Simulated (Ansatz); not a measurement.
**AsH₃ (triplet): one geometry, many settings**

Aim: run AsH₃ (triplet) at one geometry under a spread of methods and options, and see what each costs and gives.

Program: Ansatz 0.2.0, Gaussian basis. Level of theory: the settings change from run to run. These are calculated values, not measurements.

9 further runs of the same task are left out: 3 that didn't finish, 6 set aside as unsound or not needed.

## (1) The system

The geometry is a PBE0/def2-TZVP stationary point (not a proven minimum) of the parent state, kept for this charge and spin. No spin-orbit coupling is included. The filled d shell of As may be among the frozen orbitals whatever the setting's name suggests; the logs give the count.

4 atoms, charge 0, spin multiplicity 3.

Atoms are counted from 1 here; the program's logs count them from 0.

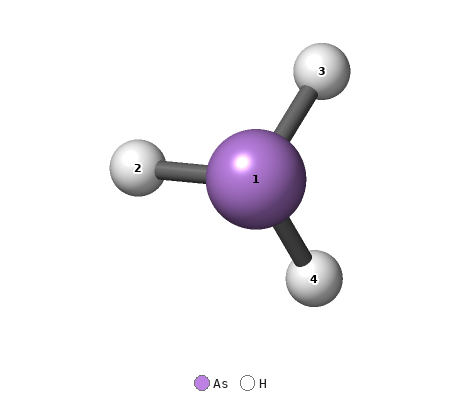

The geometry (arsenic purple, hydrogen white); atoms are numbered from 1 in the order of the file.

## (2) HF/def2-TZVP

File in.yaml:

```yaml
crystal:
  periodic: [false, false, false]
  atoms:
    - {symbol: As, position_ang: [0.000180, 0.000018, -0.032875]}
    - {symbol: H, position_ang: [1.259297, 0.013995, 0.821503]}
    - {symbol: H, position_ang: [-0.648855, 1.086822, 0.811601]}
    - {symbol: H, position_ang: [-0.623856, -1.102121, 0.810570]}
basis:
  gaussian: {orbitals: def2-TZVP}
magnetization: {spin_polarized: true, initial_magnetization: 2}
hamiltonian: {xc: hf}
output: {orbitals: {seedname: orbitals}}
```

Started as:

```
$ ansatz run in.yaml --threads 1 --pin off --events-out ev --progress --plain --max-ram 2393MiB
```

Standard output:

```text
Functional definition: HF
  name "HF"
  cite "Fock, Z. Phys. 61, 126 (1930) doi:10.1007/BF01340294"
  parent pbe
  exchange = exact_x
  correlation = 0
474 factors; integrals over basis functions are off by at most 8.6e-4 eV
mean field evaluation 1: about -60836.3381 eV, gradient 8.9e0 eV
mean field evaluation 2: about -60836.3404 eV, gradient 8.9e0 eV
mean field evaluation 4: about -60837.2094 eV, gradient 2.0e0 eV
mean field evaluation 8: about -60837.2538 eV, gradient 5.7e-3 eV
mean field evaluation 16: about -60837.2681 eV, gradient 1.6e-1 eV
mean field evaluation 32: about -60837.2409 eV, gradient 9.0e-1 eV
mean field evaluation 64: about -60837.2632 eV, gradient 4.8e-2 eV
mean field evaluation 96: about -60836.8876 eV, gradient 1.8e0 eV
mean field evaluation 128: about -60837.2547 eV, gradient 2.1e-1 eV
mean field evaluation 160: about -60837.2565 eV, gradient 8.1e-2 eV
mean field evaluation 192: about -60836.4399 eV, gradient 1.6e0 eV
mean field evaluation 224: about -60837.2094 eV, gradient 2.0e0 eV
mean field -60837.26965694 eV, -2235.7284229101 hartree, gradient 3.7e-6 eV, S^2 2.018149; 5 other end points of the search recorded, 0 dependent functions left out
reference -60837.26965694 eV, -2235.7284229101 hartree; 19, 17 occupied and 47, 49 virtual orbitals, 474 factors
Total energy: -60837.26965694 eV, -2235.7284229101 hartree
```

It took 3.8 s on 1 thread of Arm Neoverse V1, shared host.

From the report: ⟨S²⟩ of the determinant 2.018 (pure triplet: 2.00).

## (3) CASCI(8,5)/6-31G

Changes to in.yaml since step 2:

```diff
@@ -8,5 +8,5 @@
 basis:
-  gaussian: {orbitals: def2-TZVP}
-magnetization: {spin_polarized: true, initial_magnetization: 2}
-hamiltonian: {xc: hf}
-output: {orbitals: {seedname: orbitals}}
+  gaussian: {orbitals: 6-31G, fitting: {mean_field: def2-universal-jkfit}}
+magnetization: {spin_polarized: false, initial_magnetization: 2}
+correlation: {active_space: {window: {electrons: 8, orbitals: 5}, fixed_orbitals: true}}
+accuracy: high
```

Launched as before.

Standard output:

```text
Functional definition: HF
  name "HF"
  cite "Fock, Z. Phys. 61, 126 (1930) doi:10.1007/BF01340294"
  parent pbe
  exchange = exact_x
  correlation = 0
320 factors; integrals over basis functions are off by at most 8.0e-2 eV
mean field evaluation 1: about -60826.1533 eV, gradient 8.8e0 eV
mean field evaluation 2: about -60826.5661 eV, gradient 3.6e0 eV
mean field evaluation 4: about -60826.5891 eV, gradient 1.5e-1 eV
mean field evaluation 8: about -60826.5893 eV, gradient 1.5e-3 eV
mean field evaluation 16: about -60826.5893 eV, gradient 2.8e-8 eV
mean field evaluation 32: about -60826.6083 eV, gradient 5.2e-1 eV
mean field -60826.62175858 eV, -2235.3371198629 hartree, gradient 9.3e-8 eV, S^2 2.000000; 9 other end points of the search recorded, 0 dependent functions left out
reference -60826.62175858 eV, -2235.3371198629 hartree; 19, 17 occupied and 16, 18 virtual orbitals, 320 factors
state -60826.63421278 eV, -2235.3375775462 hartree
Total energy: -60826.63421278 eV, -2235.3375775462 hartree
```

Wall time 1 s (1 thread of Arm Neoverse V1, shared host).

From the report: 17 determinants; active occupations 2.00, 2.00, 2.00, 1.00, 1.00.

## (4) BCCD on UHF/6-31G

File in.yaml:

```yaml
crystal:
  periodic: [false, false, false]
  atoms:
    - {symbol: As, position_ang: [0.000180, 0.000018, -0.032875]}
    - {symbol: H, position_ang: [1.259297, 0.013995, 0.821503]}
    - {symbol: H, position_ang: [-0.648855, 1.086822, 0.811601]}
    - {symbol: H, position_ang: [-0.623856, -1.102121, 0.810570]}
basis:
  gaussian: {orbitals: 6-31G}
magnetization: {spin_polarized: true, initial_magnetization: 2}
correlation: {method: bccd, electrons: outside_noble_gas}
```

Same command.

Standard output, shortened:

```text
Functional definition: HF
  name "HF"
  cite "Fock, Z. Phys. 61, 126 (1930) doi:10.1007/BF01340294"
  parent pbe
[...]
349 factors; integrals over basis functions are off by at most 3.2e-4 eV
[...]
mean field -60826.71993795 eV, -2235.3407278881 hartree, gradient 2.2e-6 eV, S^2 2.013290; 16 other end points of the search recorded, 0 dependent functions left out
determinant -60826.71993795 eV, -2235.3407278881 hartree, with singles and doubles -60828.73555265 eV, -2235.4148003621 hartree
determinant -60826.68304053 eV, -2235.3393719327 hartree, with singles and doubles -60828.74555647 eV, -2235.4151679958 hartree
determinant -60824.18423803 eV, -2235.2475426348 hartree, with singles and doubles -60826.17596119 eV, -2235.3207371109 hartree
determinant -60824.11348576 eV, -2235.2449425368 hartree, with singles and doubles -60826.78893114 eV, -2235.3432633409 hartree
determinant -60824.07666513 eV, -2235.2435894034 hartree, with singles and doubles -60826.25033449 eV, -2235.3234702791 hartree
determinant -60823.33229171 eV, -2235.2162341849 hartree, with singles and doubles -60825.36145868 eV, -2235.2908046956 hartree
determinant -60826.71993795 eV, -2235.3407278881 hartree, with singles and doubles -60828.75132481 eV, -2235.4153799781 hartree
determinant -60826.68304053 eV, -2235.3393719327 hartree, with singles and doubles -60828.75857693 eV, -2235.4156464887 hartree
14 core orbitals not correlated: weight in the atoms' cores, before any rotation towards them, 0.999 or more for the frozen orbitals, at most 0.001 for the correlated occupied ones
reference -60826.68304053 eV, -2235.3393719328 hartree; 5, 3 occupied and 16, 18 virtual orbitals, 349 factors
second order -1.45107777 eV of doubles, -0.00000000 eV of singles
cycle   1  -2.07555550 eV  change   -1.9e-5 eV  update   1.9e-3
[...]
cycle   8  -2.07523939 eV  change   -2.0e-6 eV  update   3.0e-6
Total energy: -60828.75827992 eV, -2235.4156355738 hartree
```

Run time: 3.6 s. Hardware: 1 thread of Arm Neoverse V1, shared host.

From the report: ⟨S²⟩ of the determinant 2.013 (pure triplet: 2.00); correlation -2.0752 eV; largest double amplitude 0.10.

## (5) HF/def2-SVPD

Changes to in.yaml since step 4:

```diff
@@ -8,4 +8,5 @@
 basis:
-  gaussian: {orbitals: 6-31G}
+  gaussian: {orbitals: def2-SVPD}
 magnetization: {spin_polarized: true, initial_magnetization: 2}
-correlation: {method: bccd, electrons: outside_noble_gas}
+hamiltonian: {xc: hf}
+output: {forces: true, orbitals: {seedname: orbitals}}
```

Same command.

Standard output, shortened:

```text
Functional definition: HF
  name "HF"
  cite "Fock, Z. Phys. 61, 126 (1930) doi:10.1007/BF01340294"
  parent pbe
[...]
599 factors; integrals over basis functions are off by at most 1.0e-3 eV
[...]
mean field -60829.76269986 eV, -2235.4525473258 hartree, gradient 2.1e-7 eV, S^2 2.017469; 5 other end points of the search recorded, 0 dependent functions left out
[...]
reference -60829.76269986 eV, -2235.4525473258 hartree; 19, 17 occupied and 43, 45 virtual orbitals, 599 factors
Total energy: -60829.76269986 eV, -2235.4525473258 hartree
Atom 0 at     0.000180     0.000018    -0.032875 Å, force    -3.242821    -0.037155     0.255225 eV/Å
Atom 1 at     1.259297     0.013995     0.821503 Å, force     2.622642     0.029306     1.372442 eV/Å
Atom 2 at    -0.648855     1.086822     0.811601 Å, force     0.302707     0.650335    -0.813529 eV/Å
Atom 3 at    -0.623856    -1.102121     0.810570 Å, force     0.317472    -0.642486    -0.814138 eV/Å
Dipole moment:     0.006826     0.000080    -0.004829 e Å
```

It took 5.5 s on 1 thread of Arm Neoverse V1, shared host.

From the report: ⟨S²⟩ of the determinant 2.017 (pure triplet: 2.00).

## (6) CCSDT(Q)/B on ROHF/6-31G

Changes to in.yaml since step 5:

```diff
@@ -8,5 +8,4 @@
 basis:
-  gaussian: {orbitals: def2-SVPD}
-magnetization: {spin_polarized: true, initial_magnetization: 2}
-hamiltonian: {xc: hf}
-output: {forces: true, orbitals: {seedname: orbitals}}
+  gaussian: {orbitals: 6-31G}
+magnetization: {spin_polarized: false, initial_magnetization: 2}
+correlation: {method: ccsdt_q_b, electrons: outside_noble_gas}
```

Same command.

Standard output, shortened:

```text
Functional definition: HF
  name "HF"
  cite "Fock, Z. Phys. 61, 126 (1930) doi:10.1007/BF01340294"
  parent pbe
[...]
601 factors; integrals over basis functions are off by at most 3.3e-8 eV
[...]
mean field -60826.62609516 eV, -2235.3372792292 hartree, gradient 1.6e-6 eV, S^2 2.000000; 10 other end points of the search recorded, 0 dependent functions left out
[...]
determinant -60826.62609516 eV, -2235.3372792292 hartree, with singles and doubles -60828.73954906 eV, -2235.4149472274 hartree
determinant -60826.59360743 eV, -2235.3360853272 hartree, with singles and doubles -60828.74573655 eV, -2235.4151746136 hartree
determinant -60824.08981974 eV, -2235.2440728267 hartree, with singles and doubles -60826.79442693 eV, -2235.3434653076 hartree
determinant -60823.73433514 eV, -2235.2310090086 hartree, with singles and doubles -60826.21158831 eV, -2235.3220463833 hartree
determinant -60826.62609516 eV, -2235.3372792292 hartree, with singles and doubles -60828.75296371 eV, -2235.4154402068 hartree
determinant -60826.59360743 eV, -2235.3360853272 hartree, with singles and doubles -60828.75669490 eV, -2235.4155773255 hartree
14 core orbitals not correlated: weight in the atoms' cores, before any rotation towards them, 0.999 or more for the frozen orbitals, at most 0.001 for the correlated occupied ones
reference -60826.59360743 eV, -2235.3360853272 hartree; 5, 3 occupied and 16, 18 virtual orbitals, 601 factors
second order -1.48688550 eV of doubles, -0.04505131 eV of singles
cycle   1  -1.92172417 eV  change   -3.9e-1 eV  update   5.9e-2
[...]
cycle  15  -2.21488078 eV  change    5.8e-7 eV  update   7.8e-7
perturbative correction -0.00111140 eV, -0.0000408433 hartree
Total energy: -60828.80959961 eV, -2235.4175215377 hartree
```

Wall time 4.7 s (1 thread of Arm Neoverse V1, shared host).

From the report: correlation -2.2160 eV; T1 0.019; largest double amplitude 0.12.

## (7) NEVPT4(SD)(8,7)/STO-3G

Changes to in.yaml since step 6:

```diff
@@ -8,4 +8,5 @@
 basis:
-  gaussian: {orbitals: 6-31G}
+  gaussian: {orbitals: STO-3G}
 magnetization: {spin_polarized: false, initial_magnetization: 2}
-correlation: {method: ccsdt_q_b, electrons: outside_noble_gas}
+correlation: {method: fic_nevpt4_sd, electrons: valence, active_space: {window: {electrons: 8, orbitals: 7}}}
+scf: {lower_state_search: light}
```

Same command.

Standard output:

```text
Functional definition: HF
  name "HF"
  cite "Fock, Z. Phys. 61, 126 (1930) doi:10.1007/BF01340294"
  parent pbe
  exchange = exact_x
  correlation = 0
218 factors; integrals over basis functions are off by at most 7.6e-6 eV
mean field evaluation 1: about -60155.4758 eV, gradient 3.5e0 eV
mean field evaluation 2: about -60155.5046 eV, gradient 3.5e0 eV
mean field evaluation 4: about -60155.6604 eV, gradient 1.6e-1 eV
mean field evaluation 8: about -60155.6608 eV, gradient 3.1e-6 eV
mean field evaluation 16: about -60155.7845 eV, gradient 2.4e-5 eV
mean field evaluation 32: about -60155.7845 eV, gradient 3.9e-5 eV
mean field evaluation 64: about -60155.7845 eV, gradient 1.4e-6 eV
mean field -60155.78448475 eV, -2210.6843047593 hartree, gradient 1.4e-6 eV, S^2 2.000000; 7 other end points of the search recorded, 0 dependent functions left out
reference -60155.78448475 eV, -2210.6843047593 hartree; 19, 17 occupied and 2, 4 virtual orbitals, 218 factors
state -60157.26867605 eV, -2210.7388477836 hartree
state -60157.26867605 eV, -2210.7388477836 hartree; corrected -60157.27757620 eV, -2210.7391748580 hartree
Total energy: -60157.27757620 eV, -2210.7391748580 hartree
```

It took 15 s on 1 thread of Arm Neoverse V1, shared host.

From the report: 1,225 determinants; active occupations 1.99, 1.96, 1.94, 1.04, 0.96, 0.08, 0.03.

## (8) The runs in one table

Where basis and cores are those of an earlier RCCSDTQ/6-31G run (-60828.8098 eV), and the state is the same kind, the miss against it is given.

| level | correlated | functions | energy (eV) | from RCCSDTQ (meV) | time |
| --- | --- | --- | --- | --- | --- |
| HF/def2-TZVP |  | 66 | -60837.2697 |  | 3.8 s |
| CASCI(8,5)/6-31G |  | 35 | -60826.6342 | 2175.6 | 1 s |
| BCCD on UHF/6-31G | outside noble gas | 35 | -60828.7583 | 51.5 | 3.6 s |
| HF/def2-SVPD |  | 62 | -60829.7627 |  | 5.5 s |
| CCSDT(Q)/B on ROHF/6-31G | outside noble gas | 35 | -60828.8096 | 0.2 | 4.7 s |
| NEVPT4(SD)(8,7)/STO-3G | valence | 21 | -60157.2776 |  | 15 s |

## (9) Results

| quantity | value |
| --- | --- |
| runs | 6 |
| quickest | CASCI(8,5)/6-31G, 1 s |
| slowest | NEVPT4(SD)(8,7)/STO-3G, 15 s |

What this shows: Total energies in different bases, with other cores or another treatment of relativity can't be set against each other. NEVPT4(SD)(8,7)/STO-3G took 15 times as long as CASCI(8,5)/6-31G; the jobs differ in more than the method. Among the correlated runs with a miss given, it spans +0 to +52 meV. Hartree-Fock, CASSCF and CASCI lack dynamic correlation by design.
